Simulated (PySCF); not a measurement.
```yaml
atoms:
  - { symbol: C, position_ang: [-0.9443, 1.6092, -1.0710] }
  - { symbol: N, position_ang: [0.0105, 1.6538, -0.2962] }
  - { symbol: B, position_ang: [0.7281, 0.5316, 0.3908] }
  - { symbol: C, position_ang: [2.0180, 0.1265, -0.5490] }
  - { symbol: Cl, position_ang: [3.3703, 1.2500, -0.3147] }
  - { symbol: Cl, position_ang: [2.5822, -1.5272, -0.1781] }
  - { symbol: N, position_ang: [-0.3143, -0.6323, 0.4129] }
  - { symbol: C, position_ang: [-0.8068, -1.1022, -0.6788] }
  - { symbol: C, position_ang: [-1.0579, -0.7772, 1.6373] }
  - { symbol: H, position_ang: [-1.3427, 2.4904, -1.5538] }
  - { symbol: H, position_ang: [1.0364, 0.8155, 1.4937] }
  - { symbol: H, position_ang: [1.8227, 0.1331, -1.6237] }
  - { symbol: H, position_ang: [-1.4715, 0.6359, -1.3193] }
  - { symbol: H, position_ang: [-0.1999, -1.1164, -1.5677] }
  - { symbol: H, position_ang: [-1.7340, -1.6614, -0.6830] }
  - { symbol: H, position_ang: [-1.8854, -1.4789, 1.5238] }
  - { symbol: H, position_ang: [-0.3768, -1.1355, 2.4088] }
  - { symbol: H, position_ang: [-1.4432, 0.1914, 1.9564] }
```

Geometry: GFN2-xTB.

All numbers below come from PBE0/pcSseg-1, SCF density, gas phase, non-relativistic in PySCF 2.14.0.

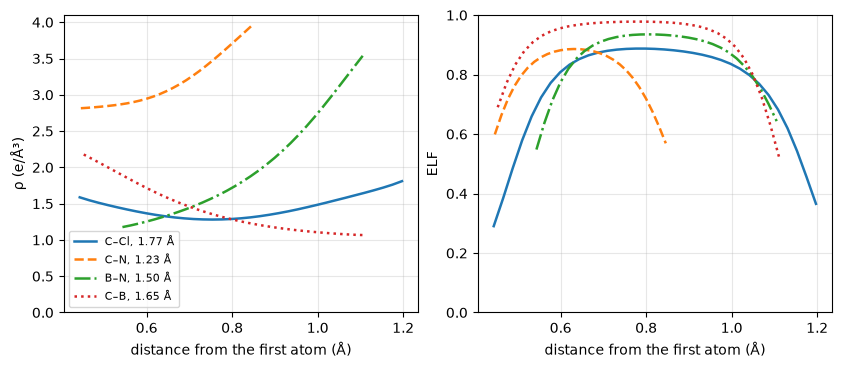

C4H9BCl2N2. Total electron density and ELF along straight lines between neighbouring atoms. The curves leave out the atomic cores.

> What kind of bonding do the profiles show?

C–Cl (1.77 Å): ρ is about 1.3 e/Å³ halfway; the ELF peaks at about 0.90 between the atoms (a shared electron pair).
C–N (1.23 Å): ρ at the midpoint is about 3 e/Å³; the ELF peaks at about 0.90 between the atoms: a short, multiple covalent bond.
B–N (1.50 Å): ρ at the midpoint is about 1.6 e/Å³; the ELF peaks at about 0.95 between the atoms: a shared but strongly polarised pair.
C–B (1.65 Å): the density is about 1.3 e/Å³ at the midpoint; the ELF peaks at about 1 between the atoms (a covalent bond).
